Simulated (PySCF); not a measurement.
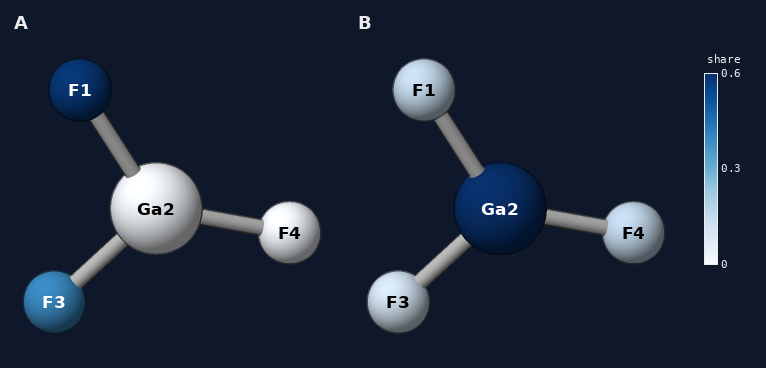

Each panel colours the atoms by their Löwdin share in one orbital (up to four of the largest shares; other atoms are shown as zero). Geometry: a frame of a GFN2-xTB molecular-dynamics simulation, not a minimum. Computed with PBE0/def2-SVPD (PySCF 2.14.0).

The panels show the HOMO, LUMO, in some order. Which is which?

A: HOMO, −11.56 eV; F1 0.58, F3 0.39
B: LUMO, −2.58 eV; Ga2 0.60, F4 0.15, F1 0.14, F3 0.10
